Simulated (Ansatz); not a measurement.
**Zirconium, dhcp under LDA: structure, energy and stiffness**

The plan for zirconium in the dhcp structure: relax it, solve it on a dense k-mesh, then scale the cell to 7 volumes from 88 to 112 % of the relaxed one and try a fit of the equation of state. Spin polarisation is left out. The k-meshes are 11×11×3 for the relaxation; 15×15×4 for the dense run; 13×13×4 for the volumes.

Computed with Ansatz 0.2.0 (DFT LDA (PW92), plane waves (420 eV) with PAW, scalar-relativistic; PAW files made under PBE, frozen cores solved again for the functional, unless a step says otherwise).

**1. The starting structure**

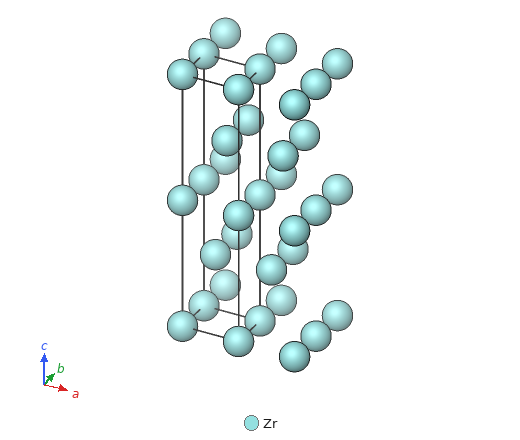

The structure, seen slightly off an axis (zirconium light teal). 2×2×1 cells are drawn. Any atoms on the faces are drawn again on the opposite ones.

As a file:

```cif
data_structure
_symmetry_space_group_name_H-M 'P 1'
_symmetry_Int_Tables_number 1
_cell_length_a 3.2051
_cell_length_b 3.2051
_cell_length_c 10.4677
_cell_angle_alpha 90.000
_cell_angle_beta 90.000
_cell_angle_gamma 120.000
_cell_volume 93.12
loop_
_atom_site_label
_atom_site_type_symbol
_atom_site_fract_x
_atom_site_fract_y
_atom_site_fract_z
_atom_site_occupancy
Zr1 Zr 0.00000 0.00000 0.00000 1
Zr2 Zr 0.00000 0.00000 0.50000 1
Zr3 Zr 0.33333 0.66667 0.25000 1
Zr4 Zr 0.66667 0.33333 0.75000 1
```

**2. Relaxing cell and atoms**

Input file input.yaml:

```yaml
crystal:
  lattice:
    - [3.2050642256, 0.0, 0.0]
    - [-1.6025321128, 2.7756670401, 0.0]
    - [0.0, 0.0, 10.4677397607]
  atoms:
    - { symbol: Zr, position: [0.0, 0.0, 0.0] }
    - { symbol: Zr, position: [0.0, 0.0, 0.5] }
    - { symbol: Zr, position: [0.3333333333, 0.6666666667, 0.25] }
    - { symbol: Zr, position: [0.6666666667, 0.3333333333, 0.75] }
hamiltonian:
  xc: lda
  pseudopotentials:
    kind: paw
    azcp:
      Zr: "pseudopotentials/Zr.paw.azcp"
basis:
  ecutwfc: 420
  fft_grid_basis: typed
kpoints:
  mp_grid: { grid: [11, 11, 3], shift: [0, 0, 0] }
magnetization:
  spin_polarized: false
scf:
  occupations: { method: fermi_dirac, width: 0.1 }
relax:
  max_steps: 60
  f_tol: 0.01
  cell: {}
```

Standard output, cut to the lines that bear on the results:

```text
Warning: <dir> the record states the generating functional pbe (its physics header spells it `PBE`), which answers neither for hamiltonian.xc's functional nor for the lda family's — results may be inconsistent (PPs are generated against a specific XC)
Warning: RAYON_NUM_THREADS=2 ignored (pool sized by the plan → 2); use --threads N
[...]
Pseudopotentials: kind: paw
Pseudopotential: Zr, paw, valence charge 12, recommended cutoff 420 eV (normal), <dir>
Functional definition: SPW92
[...]
Crystal: 4 atoms, lattice volume = 93.123 Å³
Basis set: ecut = 420 eV, 1847 PW (Γ)
Bands: 29, of which v1, the nominal top of the filled ones, is band 24 counted from 1 (23 counted from 0)
Symmetry: 24 space group operations
Space group: P63/mmc (ITA 194), of the structure as read, at distance tolerance 4.5e-5 Å
k-points: 32 of 363
[...]
SCF iter   1: F=—  HF=-16309.667435 eV  |F-HF|=—  |Δ(HF+E_count)|=         —  Δρ=5.76e-3  dr2=1.47e-2  ethr=1.77e-3  ⟨swp⟩=4.0  Hψ=3472  notcnv=0
[...]
relax step   1: F+E_penalty+E_count = -16309.66449381 eV  Δ(F+E_penalty+E_count) = +0.000e0 eV  max|allowed force component| = 1.503e-17 eV/Å  Δτ_max = 0.0000 Å  P = -6.092 GPa  Ω = 93.123 Å³  (6 SCF iters, dr2 threshold 1.00e-7 eV, accepted)
[...]
relax step   6: F+E_penalty+E_count = -16309.78688341 eV  Δ(F+E_penalty+E_count) = -3.270e-5 eV  max|allowed force component| = 2.024e-17 eV/Å  Δτ_max = 0.0000 Å  P = -0.000 GPa  Ω = 87.000 Å³  energy of the carried Pulay correction = +6.265e-4 eV  (4 SCF iters, dr2 threshold 2.14e-8 eV, accepted)
[...]
relax step   7: F+E_penalty+E_count = -16309.78637385 eV  Δ(F+E_penalty+E_count) = +5.096e-4 eV  max|allowed force component| = 2.776e-17 eV/Å  Δτ_max = 0.0000 Å  P = -0.007 GPa  Ω = 87.000 Å³  stress off target by 7.73e-3 GPa  SCF on the basis re-selected at this cell (its energy is not [...]
SCF converged after 4 iterations
Free energy (F): -16309.786374 eV
[...]
E sigma→0 (E₀):  -16309.691950 eV
Entropy (-TS):   -0.188847 eV (-47.212 meV/atom)
Fermi energy:    14.778124 eV
[...]
--- Forces (eV/Å), atoms counted from 1 ---
  atom   1  Zr    -0.00000000    -0.00000000     0.00000000
  atom   2  Zr     0.00000000    -0.00000000     0.00000000
  atom   3  Zr     0.00000000     0.00000000     0.00000000
  atom   4  Zr    -0.00000000    -0.00000000    -0.00000000
[...]
--- Stress (GPa, compression-positive) ---
       -0.007730       0.000000      -0.000000
        0.000000      -0.007730      -0.000000
       -0.000000      -0.000000      -0.004650
  P = ⅓ Tr σ = -0.0067 GPa (-0.067 kbar)
--- Relaxed structure (6 steps of the walk, 5 accepted, 1 SCFs on fresh bases) ---
  F+E_penalty+E_count = -16309.78637385 eV   max|allowed force component| = 2.776e-17 eV/Å   (the final SCF, on the basis selected at the relaxed cell)
  cell:  # Å, volume = 86.9999 Å³
    - [3.12652388841175, -3.631563261010557e-33, -1.248349870972379e-32]
    - [-1.563261944205875, 2.707649112903479, 3.568477221299304e-33]
    - [-3.973329679484345e-32, -5.337308524680464e-33, 10.276961122611622]
  atoms:
    - { symbol: Zr, position: [4.997623359975111e-35, -8.849451176883055e-35, 3.440775920358412e-36] }
    - { symbol: Zr, position: [3.209716277821792e-35, -9.84326396856977e-35, 0.5] }
    - { symbol: Zr, position: [0.3333333333333333, 0.6666666666666667, 0.25] }
    - { symbol: Zr, position: [0.6666666666666667, 0.33333333333333337, 0.75] }
```

Wall time 15 s (2 threads of an Arm CPU, shared host); peak memory 0.38 GiB.

Step by step:

```tsv
step	energy change (meV/atom)	largest force (eV/Å)	pressure (GPa)	volume (Å³/atom)	accepted
1	0.00	0.0000	-6.09	23.281	yes
2	11.26	0.0000	8.79	20.154	no
3	-30.29	0.0000	-0.59	21.886	yes
4	-30.58	0.0000	0.05	21.743	yes
5	-30.59	0.0000	0.02	21.748	yes
6	-30.60	0.0000	0.00	21.750	yes
7	-30.47	0.0000	-0.01	21.750	yes
```

Steps that repeat a cell are solved on a basis chosen anew, so their changes of energy are no gain of the relaxation.

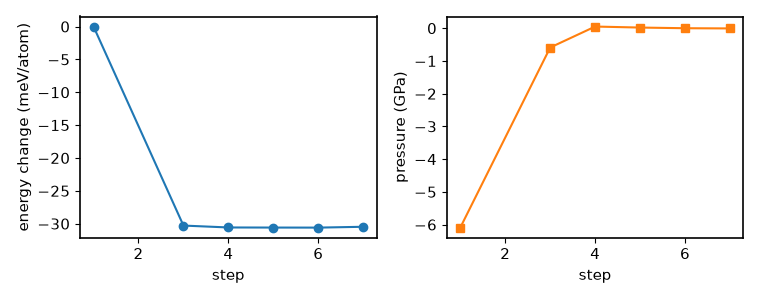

Energy and pressure over the accepted steps.

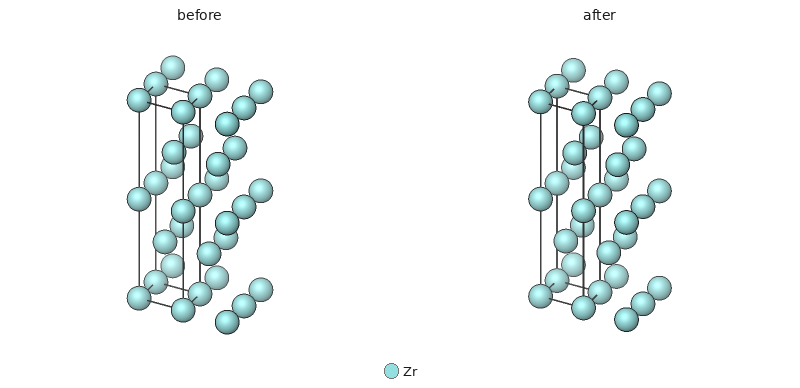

Start and end of the relaxation side by side. The cells drawn are those of the first picture.

Changes in the cell that was computed:

|  | before | after | change |
| --- | --- | --- | --- |
| a (Å) | 3.205 | 3.127 | -2.5 % |
| b (Å) | 3.205 | 3.127 | -2.5 % |
| c (Å) | 10.468 | 10.277 | -1.8 % |
| volume (Å³/atom) | 23.281 | 21.750 | -6.6 % |
| shortest distance (Å) | 3.205 | 3.127 | -2.5 % |
| space group (spins left aside) | P6_3/mmc | P6_3/mmc | same |

**3. Single point on a dense mesh**

Input file input.yaml:

```yaml
crystal:
  lattice:
    - [3.1265238884, 0.0, 0.0]
    - [-1.5632619442, 2.7076491129, 0.0]
    - [0.0, 0.0, 10.2769611226]
  atoms:
    - { symbol: Zr, position: [0.0, 1.0, 0.0] }
    - { symbol: Zr, position: [0.0, 1.0, 0.5] }
    - { symbol: Zr, position: [0.3333333333, 0.6666666667, 0.25] }
    - { symbol: Zr, position: [0.6666666667, 0.3333333333, 0.75] }
hamiltonian:
  xc: lda
  pseudopotentials:
    kind: paw
    azcp:
      Zr: "pseudopotentials/Zr.paw.azcp"
basis:
  ecutwfc: 420
  fft_grid_basis: typed
kpoints:
  mp_grid: { grid: [15, 15, 4], shift: [0, 0, 0] }
magnetization:
  spin_polarized: false
scf:
  occupations: { method: fermi_dirac, width: 0.1 }
```

Standard output, cut to the lines that bear on the results:

```text
Warning: <dir> the record states the generating functional pbe (its physics header spells it `PBE`), which answers neither for hamiltonian.xc's functional nor for the lda family's — results may be inconsistent (PPs are generated against a specific XC)
Warning: RAYON_NUM_THREADS=2 ignored (pool sized by the plan → 2); use --threads N
[...]
[... 3 set-up lines as earlier in the session ...]
[...]
Crystal: 4 atoms, lattice volume = 87.000 Å³
Basis set: ecut = 420 eV, 1679 PW (Γ)
Bands: 29, of which v1, the nominal top of the filled ones, is band 24 counted from 1 (23 counted from 0)
[... 1 set-up line as earlier in the session ...]
Space group: P63/mmc (ITA 194), of the structure as read, at distance tolerance 4.4e-5 Å
k-points: 81 of 900
[...]
SCF iter   1: F=—  HF=-16309.782355 eV  |F-HF|=—  |Δ(HF+E_count)|=         —  Δρ=6.22e-3  dr2=2.45e-2  ethr=1.77e-3  ⟨swp⟩=4.0  Hψ=8753  notcnv=0
[...]
SCF iter   6: F=-16309.778736 eV  HF=-16309.778736 eV  |F-HF|=1.45e-8  |Δ(HF+E_count)|=   1.07e-7  Δρ=6.07e-6  dr2=3.37e-8  ethr=2.08e-10  ⟨swp⟩=2.0  Hψ=4634  notcnv=0
[...]
SCF converged after 6 iterations
Free energy (F): -16309.778736 eV
[...]
E sigma→0 (E₀):  -16309.680154 eV
Entropy (-TS):   -0.197163 eV (-49.291 meV/atom)
Fermi energy:    14.775734 eV
[...]
```

Wall time 4 s (2 threads of an Arm CPU, shared host); peak memory 0.42 GiB.

**4. At 88 % of the relaxed volume**

Changes to input.yaml since step 3:

```diff
@@ -2,5 +2,5 @@
   lattice:
-    - [3.1265238884, 0.0, 0.0]
-    - [-1.5632619442, 2.7076491129, 0.0]
-    - [0.0, 0.0, 10.2769611226]
+    - [2.9960977285, 0.0, 0.0]
+    - [-1.4980488643, 2.5946967451, 0.0]
+    - [0.0, 0.0, 9.8482471186]
   atoms:
@@ -20,3 +20,3 @@
 kpoints:
-  mp_grid: { grid: [15, 15, 4], shift: [0, 0, 0] }
+  mp_grid: { grid: [13, 13, 4], shift: [0, 0, 0] }
 magnetization:
@@ -25 +25,4 @@
   occupations: { method: fermi_dirac, width: 0.1 }
+  lower_state_search: "off"
+output:
+  stress: true
```

Standard output, cut to the lines that bear on the results:

```text
Warning: <dir> the record states the generating functional pbe (its physics header spells it `PBE`), which answers neither for hamiltonian.xc's functional nor for the lda family's — results may be inconsistent (PPs are generated against a specific XC)
Warning: RAYON_NUM_THREADS=2 ignored (pool sized by the plan → 2); use --threads N
[...]
[... 3 set-up lines as earlier in the session ...]
[...]
Crystal: 4 atoms, lattice volume = 76.560 Å³
Basis set: ecut = 420 eV, 1473 PW (Γ)
Bands: 29, of which v1, the nominal top of the filled ones, is band 24 counted from 1 (23 counted from 0)
[... 1 set-up line as earlier in the session ...]
Space group: P63/mmc (ITA 194), of the structure as read, at distance tolerance 4.2e-5 Å
k-points: 63 of 676
[...]
SCF iter   1: F=—  HF=-16309.307524 eV  |F-HF|=—  |Δ(HF+E_count)|=         —  Δρ=7.29e-3  dr2=4.81e-2  ethr=1.77e-3  ⟨swp⟩=4.0  Hψ=6658  notcnv=0
[...]
SCF iter   6: F=-16309.301222 eV  HF=-16309.301222 eV  |F-HF|=1.07e-8  |Δ(HF+E_count)|=   1.83e-8  Δρ=4.08e-6  dr2=1.85e-8  ethr=2.08e-10  ⟨swp⟩=4.0  Hψ=6533  notcnv=0
[...]
SCF converged after 6 iterations
Free energy (F): -16309.301222 eV
[...]
E sigma→0 (E₀):  -16309.218336 eV
Entropy (-TS):   -0.165772 eV (-41.443 meV/atom)
Fermi energy:    17.091050 eV
[...]
--- Stress (GPa, compression-positive) ---
       15.216665       0.000000       0.000000
        0.000000      15.216665       0.000000
        0.000000       0.000000      17.295365
  P = ⅓ Tr σ = 15.9096 GPa (159.096 kbar)
```

Wall time 3.6 s (2 threads of an Arm CPU, shared host); peak memory 0.39 GiB.

**5. At 92 % of the relaxed volume**

Changes to input.yaml since step 4:

```diff
@@ -2,5 +2,5 @@
   lattice:
-    - [2.9960977285, 0.0, 0.0]
-    - [-1.4980488643, 2.5946967451, 0.0]
-    - [0.0, 0.0, 9.8482471186]
+    - [3.0408221988, 0.0, 0.0]
+    - [-1.5204110994, 2.6334292725, 0.0]
+    - [0.0, 0.0, 9.9952575553]
   atoms:
```

Standard output, cut to the lines that bear on the results:

```text
Warning: <dir> the record states the generating functional pbe (its physics header spells it `PBE`), which answers neither for hamiltonian.xc's functional nor for the lda family's — results may be inconsistent (PPs are generated against a specific XC)
Warning: RAYON_NUM_THREADS=2 ignored (pool sized by the plan → 2); use --threads N
[...]
[... 3 set-up lines as earlier in the session ...]
[...]
Crystal: 4 atoms, lattice volume = 80.040 Å³
Basis set: ecut = 420 eV, 1557 PW (Γ)
Bands: 29, of which v1, the nominal top of the filled ones, is band 24 counted from 1 (23 counted from 0)
[... 1 set-up line as earlier in the session ...]
Space group: P63/mmc (ITA 194), of the structure as read, at distance tolerance 4.3e-5 Å
k-points: 63 of 676
[...]
SCF iter   1: F=—  HF=-16309.582967 eV  |F-HF|=—  |Δ(HF+E_count)|=         —  Δρ=6.98e-3  dr2=4.33e-2  ethr=1.77e-3  ⟨swp⟩=4.0  Hψ=6663  notcnv=0
[...]
SCF iter   6: F=-16309.577248 eV  HF=-16309.577248 eV  |F-HF|=1.03e-8  |Δ(HF+E_count)|=   3.27e-8  Δρ=4.25e-6  dr2=1.97e-8  ethr=2.08e-10  ⟨swp⟩=4.0  Hψ=6429  notcnv=0
[...]
SCF converged after 6 iterations
Free energy (F): -16309.577248 eV
[...]
E sigma→0 (E₀):  -16309.488630 eV
Entropy (-TS):   -0.177237 eV (-44.309 meV/atom)
Fermi energy:    16.256088 eV
[...]
--- Stress (GPa, compression-positive) ---
        9.317508       0.000000       0.000000
       -0.000000       9.317508       0.000000
        0.000000       0.000000      10.435676
  P = ⅓ Tr σ = 9.6902 GPa (96.902 kbar)
```

Run time: 4 s. Hardware: 2 threads of an Arm CPU, shared host; peak memory 0.39 GiB.

[end of part 1 of 2]
